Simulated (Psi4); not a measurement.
# CAM-B3LYP/6-311+G(d,p) run of [SF3]+ (SMILES F[S+](F)F)

What is the vertical ionisation energy of [SF3]+ at CAM-B3LYP/6-311+G**? 

The calculation is run with Psi4 1.11.

4 further runs of the same task are left out: 4 that didn't finish.

### Step 1. The molecule

The species is [SF3]+ (4 atoms), meant as a singlet with charge +1. As SMILES, `F[S+](F)F`. The shape is that of a PBE0-D4/def2-TZVP optimisation.

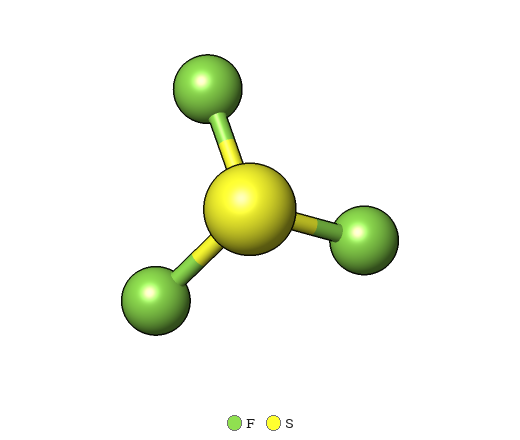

Viewed from a chosen angle; fluorine green, sulfur yellow.

### Step 2. Energy and gradient at CAM-B3LYP/6-311+G(d,p)

input.inp reads:

```
memory 2200 MB

molecule mol {
  1 1
  F      1.17733717     0.36099438     2.20674658
  S      0.81781677    -0.11066236    -0.57020596
  F     -1.03069442    -2.26287145    -0.45088865
  F     -0.96445952     2.01253943    -1.18565197
  units au
  symmetry c1
}

set globals {
  basis                6-311+G**
  puream               true
  e_convergence        1e-09
  d_convergence        1e-08
  scf_type             pk
  dft_radial_points    99
  dft_spherical_points 590
}

energy_value, wavefunction = gradient("cam-b3lyp", return_wfn=True)
oeprop(wavefunction, "MULLIKEN_CHARGES", "LOWDIN_CHARGES", "DIPOLE")
print_variables()
```

On the command line:

```sh
$ psi4 -i input.inp -o input.out -n 1
```

input.out:

```text
[...]
  Running in c1 symmetry.
[...]
  Nuclear repulsion =  208.144192277426129
[...]
  Multiplicity = 1
[...]
  Nalpha       = 21
  Nbeta        = 21
[...]
    Number of basis functions: 96
[...]
   @RKS iter   1:  -697.19231194683766    8.31469e-01   6.57139e-03 ADIIS/DIIS
[...]
   @RKS iter  11:  -697.32503206798424   -1.13687e-13   1.35755e-09 DIIS
[...]
    Orbital Energies [Eh]
    ---------------------
    Doubly Occupied:
       1A    -89.526328     2A    -25.137762     3A    -25.137761
       4A    -25.137752     5A     -8.592839     6A     -6.556999
       7A     -6.556999     8A     -6.547197     9A     -1.772950
      10A     -1.678783    11A     -1.678782    12A     -1.170758
      13A     -1.009019    14A     -1.009019    15A     -0.981194
      16A     -0.901425    17A     -0.901424    18A     -0.854423
      19A     -0.854422    20A     -0.835201    21A     -0.767276
[...]
  @RKS Final Energy:  -697.32503206798424
   => Energetics <=
    Nuclear Repulsion Energy =            208.1441922774261286
    One-Electron Energy =               -1366.0735780623831488
    Two-Electron Energy =                 503.5408137645108582
    DFT Exchange-Correlation Energy =     -42.9364600475380556
    Empirical Dispersion Energy =           0.0000000000000000
    VV10 Nonlocal Energy =                  0.0000000000000000
    Total Energy =                       -697.3250320679842389
[...]
  -Total Gradient:
     Atom            X                  Y                   Z
    ------   -----------------  -----------------  -----------------
       1       -0.003330548984    -0.003964170128    -0.023519910493
       2       -0.027174468210     0.003676069186     0.018951699629
       3        0.015505176310     0.018455643376    -0.000823464536
       4        0.014993738037    -0.018099710647     0.005469840526
[...]
 Multipole Moments:
 ------------------------------------------------------------------------------------
     Multipole            Electronic (a.u.)      Nuclear  (a.u.)        Total (a.u.)
 ------------------------------------------------------------------------------------
 L = 1.  Multiply by 2.5417464519 to convert [e a0] to [Debye]
 Dipole X            :          0.0805227            0.5966121            0.6771348
 Dipole Y            :         -0.0108955           -0.0807302           -0.0916257
 Dipole Z            :         -0.0561323           -0.4159756           -0.4721079
 Magnitude           :                                                    0.8305376
[...]
  Mulliken Charges: (a.u.)
   Center  Symbol    Alpha    Beta     Spin     Total
       1     F     4.52415  4.52415  0.00000 -0.04830
       2     S     7.42755  7.42755  0.00000  1.14491
       3     F     4.52415  4.52415  0.00000 -0.04830
       4     F     4.52415  4.52415  0.00000 -0.04830
   Total alpha = 21.00000, Total beta = 21.00000, Total charge =  1.00000
  Lowdin Charges: (a.u.)
   Center  Symbol    Alpha    Beta     Spin     Total
       1     F     4.61314  4.61314  0.00000 -0.22628
       2     S     7.16058  7.16058  0.00000  1.67884
[...]
```

Run time: 16 s. Hardware: 1 thread of Intel Xeon Platinum 8488C (Sapphire Rapids), shared host; peak memory 0.93 GiB.

### Step 3. Doublet [SF3]2+: the energy at UCAM-B3LYP/6-311+G(d,p)

run.py reads:

```python
import psi4

psi4.set_memory(2200000000)
psi4.set_num_threads(1)
psi4.core.set_output_file('psi4.out', False)

mol = psi4.geometry("""
2 2
F      1.17733717     0.36099438     2.20674658
S      0.81781677    -0.11066236    -0.57020596
F     -1.03069442    -2.26287145    -0.45088865
F     -0.96445952     2.01253943    -1.18565197
units bohr
symmetry c1
no_reorient
no_com
""")

psi4.set_options({
    'basis': '6-311+G**',
    'reference': 'uks',
    'puream': True,
    'e_convergence': 1e-09,
    'd_convergence': 1e-08,
    'scf_type': 'pk',
    'dft_radial_points': 99,
    'dft_spherical_points': 590,
    'maxiter': 100,
})

e_tot, wfn = psi4.energy('cam-b3lyp', molecule=mol, return_wfn=True)
psi4.oeprop(wfn, 'DIPOLE', 'WIBERG_LOWDIN_INDICES', 'LOWDIN_CHARGES', title='CAM-B3LYP')
print(f'total energy {e_tot:.8f} hartree = {e_tot * 27.211386:.5f} eV')
for k, v in sorted(psi4.core.scalar_variables().items()):
    print(f'{k:45s} {v:18.10f}')
```

On the command line:

```sh
$ python run.py
```

psi4.out:

```text
[...]
  Running in c1 symmetry.
[...]
  Nuclear repulsion =  208.144192277426129
[...]
  Multiplicity = 2
[...]
  Nalpha       = 21
  Nbeta        = 20
[...]
    Number of basis functions: 96
[...]
   @UKS iter   1:  -696.26383114288421    1.75995e+00   7.45892e-03 ADIIS/DIIS
[...]
   @UKS iter  13:  -696.49499125321029   -1.81899e-12   3.54814e-09 DIIS
[...]
   @S^2 Observed:                7.591698064E-01
[...]
    Orbital Energies [Eh]
    ---------------------
    Alpha Occupied:
       1A    -89.918470     2A    -25.489670     3A    -25.489669
       4A    -25.489660     5A     -8.976702     6A     -6.940205
       7A     -6.939433     8A     -6.939433     9A     -2.107428
      10A     -2.012914    11A     -2.012913    12A     -1.511315
      13A     -1.336917    14A     -1.336917    15A     -1.317305
      16A     -1.225969    17A     -1.225968    18A     -1.176033
      19A     -1.176033    20A     -1.154199    21A     -1.137728
    Alpha Virtual:
      22A     -0.635667    23A     -0.635666    24A     -0.513346
      25A     -0.350997    26A     -0.282512    27A     -0.273253
[...]
  @UKS Final Energy:  -696.49499125321029
   => Energetics <=
    Nuclear Repulsion Energy =            208.1441922774261286
    One-Electron Energy =               -1351.4391551809278553
    Two-Electron Energy =                 489.4113943174964447
    DFT Exchange-Correlation Energy =     -42.6114226672049483
    Empirical Dispersion Energy =           0.0000000000000000
    VV10 Nonlocal Energy =                  0.0000000000000000
    Total Energy =                       -696.4949912532102871
[...]
 Multipole Moments:
 ------------------------------------------------------------------------------------
     Multipole            Electronic (a.u.)      Nuclear  (a.u.)        Total (a.u.)
 ------------------------------------------------------------------------------------
 L = 1.  Multiply by 2.5417464519 to convert [e a0] to [Debye]
 Dipole X            :         -4.5167289            5.7247174            1.2079885
 Dipole Y            :          0.6111802           -0.7746365           -0.1634564
 Dipole Z            :          3.1491958           -3.9914417           -0.8422459
 Magnitude           :                                                    1.4816654
[...]
```

Standard output:

```text
total energy -696.49499125 hartree = -18952.59405 eV
CURRENT ENERGY                                   -696.4949912532
CURRENT REFERENCE ENERGY                         -696.4949912532
DD SOLVATION ENERGY                                 0.0000000000
DFT FUNCTIONAL TOTAL ENERGY                      -696.4949912532
DFT TOTAL ENERGY                                 -696.4949912532
DFT VV10 ENERGY                                     0.0000000000
DFT XC ENERGY                                     -42.6114226672
GRID ELECTRONS ALPHA                               21.0000004959
GRID ELECTRONS BETA                                20.0000005264
GRID ELECTRONS TOTAL                               41.0000010223
NUCLEAR REPULSION ENERGY                          208.1441922774
ONE-ELECTRON ENERGY                             -1351.4391551809
PCM POLARIZATION ENERGY                             0.0000000000
PE ENERGY                                           0.0000000000
SCF ITERATION ENERGY                             -696.4949912532
SCF ITERATIONS                                     13.0000000000
SCF TOTAL ENERGY                                 -696.4949912532
TWO-ELECTRON ENERGY                               489.4113943175
XC GRID RADIAL POINTS                              99.0000000000
XC GRID SPHERICAL POINTS                          590.0000000000
XC GRID TOTAL POINTS                           227943.0000000000
```

Run time: 18 s. Hardware: 1 thread of Intel Xeon Platinum 8488C (Sapphire Rapids), shared host; peak memory 0.94 GiB.

### Step 4. What came out

Level: CAM-B3LYP/6-311+G**.

| quantity | value |
| --- | --- |
| singlet [SF3]+: total energy | -697.32503 Eh |
| singlet [SF3]+: HOMO energy | -20.88 eV |
| singlet [SF3]+: LUMO energy | -8.05 eV |
| singlet [SF3]+: HOMO–LUMO gap | 12.83 eV |
| singlet [SF3]+: largest force on an atom | 1.714 eV/Å |
| doublet [SF3]2+: total energy | -696.49499 Eh |
| doublet [SF3]2+: HOMO energy (highest over α and β) | -30.96 eV |
| doublet [SF3]2+: LUMO energy (lowest over α and β) | -24.29 eV |
| doublet [SF3]2+: ⟨S²⟩ | 0.759 |
| vertical ionisation energy (to the doublet dication) | 22.587 eV |

What this shows: Removing an electron at fixed nuclei costs 22.59 eV (2179 kJ/mol). The largest force (singlet [SF3]+) is 1.71 eV/Å: the shape isn't a stationary point for this species at this level. The negative HOMO energy of the first species, 20.88 eV, lies 1.71 eV below that difference. Mulliken charges (singlet [SF3]+) run from -0.05 on F1 to +1.14 on S2; in a basis this large or diffuse they mean little.
